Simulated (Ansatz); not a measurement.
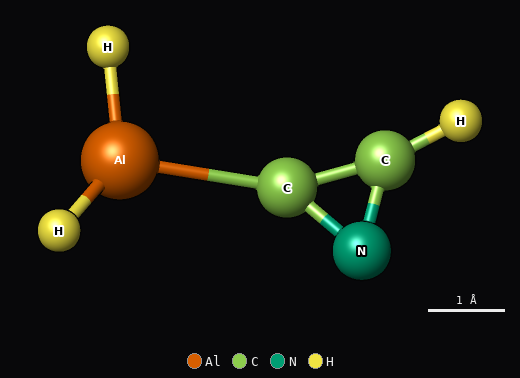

Fig. 1: The structure (ball-and-stick view, seen at a tilt). Sticks mark near contacts. Bond lengths as drawn: Al–C 2.26 Å, Al–H 1.50 to 1.52 Å, C–C 1.35 Å, C–H 1.13 Å and C–N 1.29 to 1.34 Å.

**Single-point calculation, with input and output: C2H3AlN (charge +1)**

The run: single-point calculation of C2H3AlN, charge +1, SMILES [AlH2][c]1[cH+]n1. Method and program: RKS PBE-D4/def2-TZVPP (Ansatz 0.2.0).

The geometry: a frame of the PBE0-D4/def2-SVP trajectory. Figures and captions count atoms from 1; the log counts them from 0 in places.

**What the program printed**
```
Functional definition: PBE
  name "PBE"
  cite "Perdew, Burke & Ernzerhof, Phys. Rev. Lett. 77, 3865 (1996) doi:10.1103/PhysRevLett.77.3865"
  parent pbe
  parameter kappa = 0.804
  parameter beta = 0.06672455060314922
  exchange = pbe_x(kappa = kappa, mu = beta*pi^2/3)
  correlation = pbe_c(beta = beta)
961 factors; their error is unknown
mean field evaluation 1: about -10129.3038 eV, gradient 1.2e2 eV
mean field evaluation 2: about -9208.8060 eV, gradient 3.3e2 eV
mean field evaluation 4: about -10185.4594 eV, gradient 5.1e1 eV
mean field evaluation 8: about -10191.4264 eV, gradient 1.1e0 eV
mean field evaluation 16: about -10191.4032 eV, gradient 1.5e-2 eV
mean field -10191.40322198 eV, -374.5271604266 hartree, gradient 4.0e-5 eV, S^2 0.000000; 0 other end points of the search recorded, 0 dependent functions left out
the calculation of the forces begins
reference -10191.40326697 eV, -374.5271620801 hartree; 17, 17 occupied and 160, 160 virtual orbitals, 961 factors
Total energy: -10191.50166039 eV, -374.5307779714 hartree
Atom 0 at    -1.039080     1.235561    -0.629235 Å, force     1.020091    -0.634541     0.867765 eV/Å
Atom 1 at     0.238216    -0.521890    -0.024845 Å, force    -1.320794     2.275614    -0.965360 eV/Å
Atom 2 at     1.149333    -1.171512     0.728398 Å, force     2.623225    -0.756265     2.381607 eV/Å
Atom 3 at     0.231279    -1.854097     0.121548 Å, force    -1.301337    -1.771158    -0.923457 eV/Å
Atom 4 at    -2.477731     1.001111    -0.974565 Å, force    -0.972851    -0.519798    -0.616237 eV/Å
Atom 5 at    -0.410548     2.420150     0.095104 Å, force     0.562114     0.577265     0.087769 eV/Å
Atom 6 at     1.953356    -1.501837     1.453959 Å, force    -0.610448     0.828882    -0.832086 eV/Å
Dipole moment:     0.399009     0.088144     0.054954 e Å
```

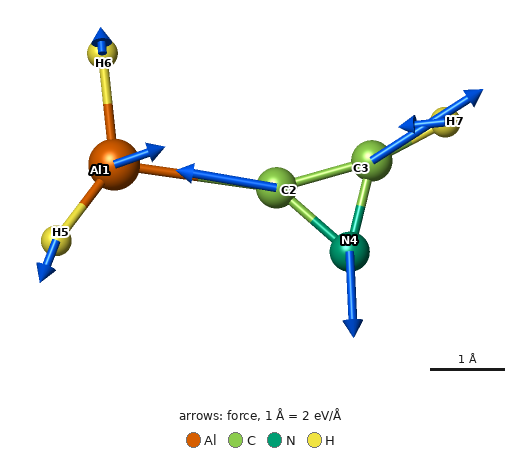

Fig. 2: Forces on the atoms as blue arrows (ball-and-stick view, seen at a tilt; atoms are numbered from 1 in the order of the input). The largest act on C3 (3.62 eV/Å); C2 (2.80 eV/Å); N4 (2.38 eV/Å); Al1 (1.48 eV/Å), among others. The geometry is not a stationary point of this energy.

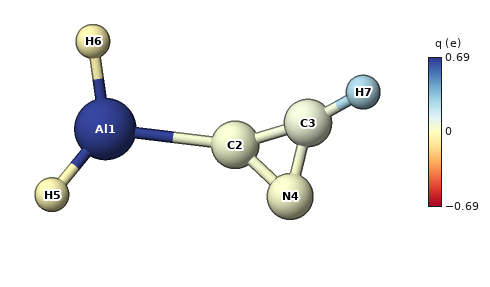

Fig. 3: Mulliken charges, as the colour of each atom (ball-and-stick view, seen on its broad side; atoms are numbered from 1 in the order of the input). By element: Al +0.66, C +0.05 to +0.07, N +0.03 and H −0.04 to +0.27 e.

This output came from the following input.

**Input file**
```yaml
crystal:
  periodic: [false, false, false]
  atoms:
    - {symbol: Al, position_ang: [-1.039080, 1.235561, -0.629235]}
    - {symbol: C, position_ang: [0.238216, -0.521890, -0.024845]}
    - {symbol: C, position_ang: [1.149333, -1.171512, 0.728398]}
    - {symbol: N, position_ang: [0.231279, -1.854097, 0.121548]}
    - {symbol: H, position_ang: [-2.477731, 1.001111, -0.974565]}
    - {symbol: H, position_ang: [-0.410548, 2.420150, 0.095104]}
    - {symbol: H, position_ang: [1.953356, -1.501837, 1.453959]}
basis:
  gaussian: {orbitals: def2-TZVPP}
total_charge: 1
hamiltonian: {xc: pbe, dispersion: d4}
output: {forces: true}
```

Launch command:
```bash
ansatz run in.yaml --threads 1 --pin off --events-out ev --progress --plain --max-ram 4352MiB
```

**Summary**

```csv
quantity,value
outcome,converged
total energy,−10191.5017 eV
mean-field energy,−10191.4033 eV
dispersion energy,−0.0984 eV
SCF solution under orbital rotations,stable
largest force (length of the vector),3.623 eV/Å
hardware,"1 CPU thread, shared host"
wall time,3.8 s
peak memory,0.2 GiB
```
